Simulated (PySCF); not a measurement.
# C2H6FIn (SMILES C[CH](F)[InH2]): levels of theory compared

Aim: a comparison of 6 runs (B3LYP/def2-SVP, BHLYP/def2-SVP, BLYP/def2-SVP, PBE0/def2-SVP, TPSS/def2-SVP, CCSD(T)/def2-SVP) of C2H6FIn. 

The results are computed with PySCF 2.14.0.

2 further runs of the same task are left out: 2 set aside as unsound or not needed.

## 1. Starting point

C2H6FIn: 10 atoms, total charge 0, spin state singlet. SMILES: `C[CH](F)[InH2]`. Geometry: relaxed at PBE0-D4/def2-TZVP.

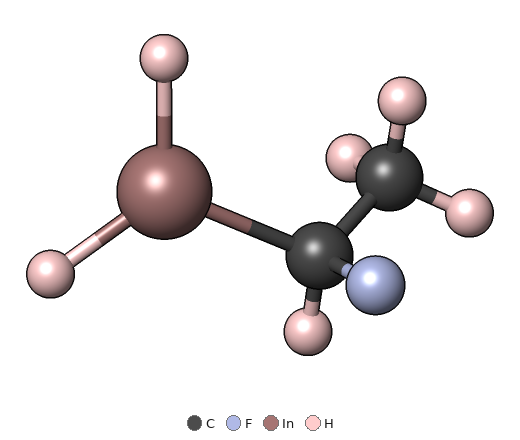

The structure, seen from a chosen angle (carbon dark grey, fluorine light blue, indium brown, hydrogen pink).

## 2. The energy at B3LYP/def2-SVP (core potential) (run 1)

input.py

```python
from pyscf import gto, dft

mol = gto.Mole()
mol.atom = '''
C     -0.266073     2.368961    -1.086970
C      1.197708     0.340151     0.259270
F      1.644440     1.128355     2.773740
In    -0.727923    -3.298517     0.800866
H      0.739450     4.177240    -1.023287
H     -2.138981     2.641081    -0.262861
H     -0.513817     1.850609    -3.073829
H      3.063624     0.104124    -0.596776
H     -3.930441    -3.205353     1.441294
H      0.931824    -6.106650     0.768363
'''
mol.unit = 'bohr'
mol.max_memory = 1860
mol.ecp = {'In': 'def2-svp'}
mol.charge = 0
mol.basis = 'def2-svp'
mol.verbose = 4
mol.spin = 0
mol.build()

myscf = dft.RKS(mol)
myscf.xc = 'b3lyp'
myscf.grids.level = 5
myscf.conv_tol = 1e-10
myscf.kernel()
if not myscf.converged:
    myscf = myscf.newton().run(myscf.mo_coeff, myscf.mo_occ)

energy = myscf.e_tot
print('Final energy', energy)
```

On the command line:

```sh
$ OMP_NUM_THREADS=1 python input.py
```

The program printed:

```text
PySCF version 2.14.0

[... 80 lines left out ...]
converged SCF energy = -369.6749092056
Final energy -369.6749092055997
```

Run time: 24 s. Hardware: 1 thread of Intel Xeon at 2.70GHz, shared host; peak memory 0.51 GiB.

## 3. A single-point energy at BHLYP/def2-SVP (core potential) (run 2)

input.py

```python
# C[CH](F)[InH2]
from pyscf import gto, dft

mol = gto.Mole()
mol.atom = '''
C     -0.266073     2.368961    -1.086970
C      1.197708     0.340151     0.259270
F      1.644440     1.128355     2.773740
In    -0.727923    -3.298517     0.800866
H      0.739450     4.177240    -1.023287
H     -2.138981     2.641081    -0.262861
H     -0.513817     1.850609    -3.073829
H      3.063624     0.104124    -0.596776
H     -3.930441    -3.205353     1.441294
H      0.931824    -6.106650     0.768363
'''
mol.ecp = {'In': 'def2-svp'}
mol.unit = 'bohr'
mol.basis = 'def2-svp'
mol.max_memory = 1860
mol.verbose = 4
mol.spin = 0
mol.build()

ks = dft.RKS(mol)
ks.xc = 'bhandhlyp'
ks.conv_tol = 1e-10
ks.grids.level = 5
ks.kernel()
if not ks.converged:
    ks = ks.newton().run(ks.mo_coeff, ks.mo_occ)

energy = ks.e_tot
print('E = %.10f Eh' % energy)
```

On the command line:

```sh
$ OMP_NUM_THREADS=1 python input.py
```

The program printed:

```text
PySCF version 2.14.0

[... 82 lines left out ...]
converged SCF energy = -369.431847090291
E = -369.4318470903 Eh
```

Wall time 25 s (1 thread of Intel Xeon at 2.70GHz, shared host); peak memory 0.51 GiB.

Runs 3 to 5 aren't shown in full; the table further down has their settings and results.

## 4. The energy at CCSD(T)/def2-SVP (core potential) (run 6)

run.py

```python
# C[CH](F)[InH2]
from pyscf import gto, scf, cc

molecule = gto.Mole()
molecule.atom = '''
C   -0.140800   1.253600  -0.575200
C    0.633800   0.180000   0.137200
F    0.870200   0.597100   1.467800
In  -0.385200  -1.745500   0.423800
H    0.391300   2.210500  -0.541500
H   -1.131900   1.397600  -0.139100
H   -0.271900   0.979300  -1.626600
H    1.621200   0.055100  -0.315800
H   -2.079900  -1.696200   0.762700
H    0.493100  -3.231500   0.406600
'''
molecule.basis = 'def2-svp'
molecule.ecp = {'In': 'def2-svp'}
molecule.verbose = 3
molecule.max_memory = 1860
molecule.build()

hf = scf.RHF(molecule)
hf.conv_tol = 1e-10
hf.kernel()
if not hf.converged:
    hf = hf.newton().run(hf.mo_coeff, hf.mo_occ)

mycc = cc.CCSD(hf, frozen=7)
mycc.kernel()
e_t = mycc.ccsd_t()
energy = mycc.e_tot + e_t
print('Final energy', energy)
```

On the command line:

```sh
$ OMP_NUM_THREADS=1 python run.py
```

The program printed:

```text
converged SCF energy = -367.678539859033
E(CCSD) = -368.2872684062837  E_corr = -0.608728547250849
CCSD(T) correction = -0.0155326260424433
Final energy -368.3028010323261
```

Wall time 60 s (1 thread of Intel Xeon at 2.70GHz, shared host); peak memory 0.71 GiB.

## 5. The series

```tsv
run	level	integration grid	frozen core orbitals	energy (Eh)	dipole moment (D) of the reference	HOMO energy (eV)	LUMO energy (eV)	wall time
1	B3LYP/def2-SVP (core potential)	5	–	-369.674909	1.71	-6.75	-2.01	24 s
2	BHLYP/def2-SVP (core potential)	5	–	-369.431847	1.89	-8.14	-1.09	25 s
3	BLYP/def2-SVP (core potential)	5	–	-369.491945	1.57	-5.58	-2.41	29 s
4	PBE0/def2-SVP (core potential)	5	–	-369.409879	1.74	-6.97	-1.73	25 s
5	TPSS/def2-SVP (core potential)	5	–	-369.554099	1.63	-5.81	-2.29	47 s
6	CCSD(T)/def2-SVP (core potential)	–	7	-368.302801	2.11	-9.96	0.81	60 s
```

## 6. What came out

| quantity | value |
| --- | --- |
| run 6: total energy | -368.30280 Eh |
| run 6: dipole moment (Hartree–Fock density) | 2.11 D |
| run 6: HOMO energy (Hartree–Fock orbitals) | -9.96 eV |
| run 6: LUMO energy (Hartree–Fock orbitals) | 0.81 eV |
| run 6: HOMO–LUMO gap (Hartree–Fock orbitals) | 10.76 eV |
| run 6: correlation energy (7 core orbitals frozen) | -624.3 mEh |
| run 6: (T) correction | -15.53 mEh |
| run 6: T1 diagnostic | 0.011 |

In words: Over runs 1, 2, 3, 4, 5 the dipole moment (its size) runs from 1.57 D (BLYP/def2-SVP) to 1.89 D (BHLYP/def2-SVP). Over runs 1, 2, 3, 4, 5 the HOMO–LUMO gap runs from 3.16 eV (BLYP/def2-SVP) to 7.05 eV (BHLYP/def2-SVP). Totals of different functionals can't be ranked against each other. All runs together took 3.5 min, the longest 60 s.
